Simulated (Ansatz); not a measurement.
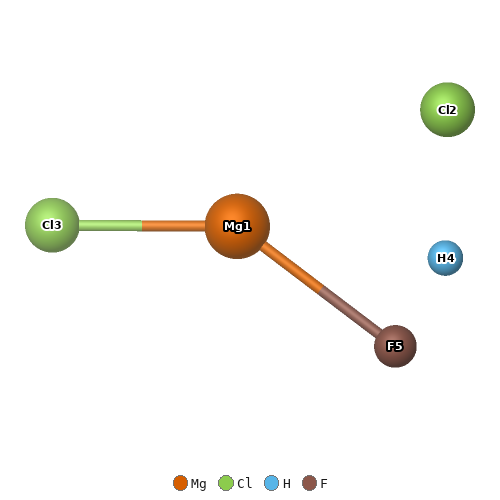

The system is the reacting system Cl₂FHMg (fragments Cl₂Mg + FH where the first distance is long, ClFMg + ClH where the second is long); the picture shows the reference structure. The first coordinate is: distance Mg1–F5 (bond that forms); the second: distance Mg1–Cl2 (bond that breaks). Relaxed at each point: all other coordinates. The grid has 13 × 13 points. Points are written as (first, second). Energies are in kcal/mol, from a guessed transition structure relaxed with its forming and breaking bonds held. The reference is spin-restricted, so regions where a bond is pulled apart into radicals lie too high. These are results of RKS PBE0-D4/def2-SVP (Ansatz), not measurements.

Its coordinates:

```yaml
atoms:
  - { symbol: Mg, position_ang: [-0.3196, -0.8199, -0.2991] }
  - { symbol: Cl, position_ang: [-0.9717, 1.6574, 0.9224] }
  - { symbol: Cl, position_ang: [-0.9075, -2.7866, -1.0471] }
  - { symbol: H, position_ang: [0.6825, 1.3308, 0.4515] }
  - { symbol: F, position_ang: [1.5164, 0.6184, -0.0278] }
```

Range: distance Mg1–F5 (bond that forms) from 1.809 to 3.309 Å; distance Mg1–Cl2 (bond that breaks) from 2.187 to 3.687 Å.

What landscape does the calculation give?

Answer. The lowest grid point is at (2.074 Å, 2.254 Å), −27.7 kcal/mol from a guessed transition structure relaxed with its forming and breaking bonds held. No other kind of well shows on this grid. The highest grid point, (3.309 Å, 3.687 Å), lies 77.2 kcal/mol above the lowest.

| second ↓, first → | 1.809 | 1.876 | 1.969 | 2.074 | 2.189 | 2.311 | 2.440 | 2.574 | 2.713 | 2.856 | 3.003 | 3.154 | 3.309 |
| --- | --- | --- | --- | --- | --- | --- | --- | --- | --- | --- | --- | --- | --- |
| 3.687 | −11.2 | −9.6 | −5.5 | 0.6 | 8.2 | 16.3 | 24.2 | 30.7 | 35.9 | 40.3 | 43.9 | 47.0 | 49.5 |
| 3.532 | −12.0 | −10.5 | −6.6 | −0.7 | 6.5 | 14.1 | 20.9 | 26.3 | 31.0 | 34.9 | 38.3 | 41.1 | 43.5 |
| 3.381 | −12.9 | −11.5 | −7.9 | −2.3 | 4.5 | 11.2 | 16.7 | 21.3 | 25.5 | 29.1 | 32.2 | 34.9 | 37.1 |
| 3.234 | −13.9 | −12.7 | −9.3 | −4.2 | 1.8 | 7.2 | 11.8 | 15.9 | 19.6 | 22.9 | 25.8 | 28.2 | 30.3 |
| 3.091 | −15.1 | −14.2 | −11.1 | −6.6 | −1.9 | 2.4 | 6.5 | 10.2 | 13.4 | 16.4 | 19.0 | 21.3 | 23.2 |
| 2.952 | −16.5 | −15.8 | −13.3 | −10.0 | −6.5 | −2.8 | 0.8 | 4.2 | 7.1 | 9.8 | 12.2 | 14.2 | 16.0 |
| 2.818 | −17.9 | −17.6 | −16.1 | −14.1 | −11.4 | −8.3 | −5.1 | −2.0 | 0.8 | 3.2 | 5.4 | 7.3 | 9.0 |
| 2.689 | −19.2 | −19.7 | −19.6 | −18.4 | −16.3 | −13.6 | −10.8 | −8.0 | −5.4 | −3.1 | −1.1 | 0.7 | 2.2 |
| 2.567 | −20.7 | −22.2 | −22.9 | −22.3 | −20.7 | −18.4 | −15.9 | −13.4 | −11.0 | −8.9 | −7.0 | −5.3 | −3.9 |
| 2.452 | −22.2 | −24.4 | −25.7 | −25.5 | −24.2 | −22.3 | −20.0 | −17.7 | −15.5 | −13.6 | −11.8 | −10.3 | −9.0 |
| 2.347 | −22.9 | −25.5 | −27.2 | −27.4 | −26.4 | −24.7 | −22.7 | −20.6 | −18.5 | −16.7 | −15.1 | −13.7 | −12.4 |
| 2.254 | −22.4 | −25.2 | −27.2 | −27.7 | −27.0 | −25.5 | −23.6 | −21.6 | −19.7 | −18.0 | −16.5 | −15.2 | −14.0 |
| 2.187 | −20.9 | −24.0 | −26.2 | −26.8 | −26.2 | −24.9 | −23.1 | −21.2 | −19.4 | −17.8 | −16.3 | −15.1 | −13.9 |

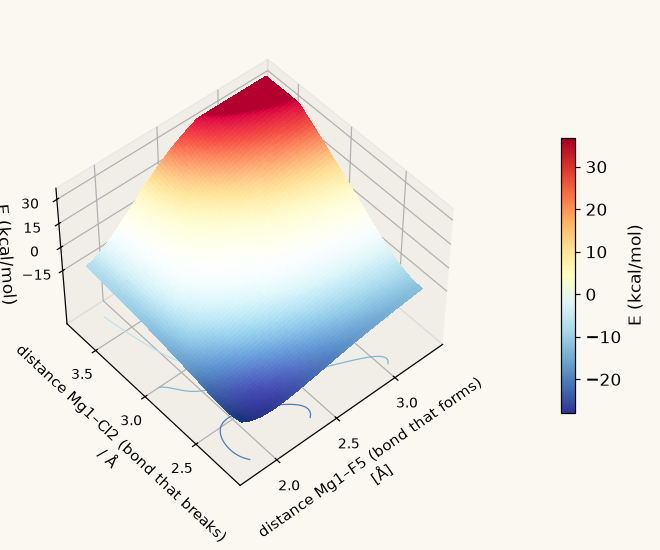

The picture shows a relief with its contours projected below, any walls above the top of the colour scale cut off. Between grid points the surface is interpolated.

The whole map (169 points run) took 15 min on 1 thread of Intel(R) Xeon(R) 6975P-C (Granite Rapids), with other jobs on the host.
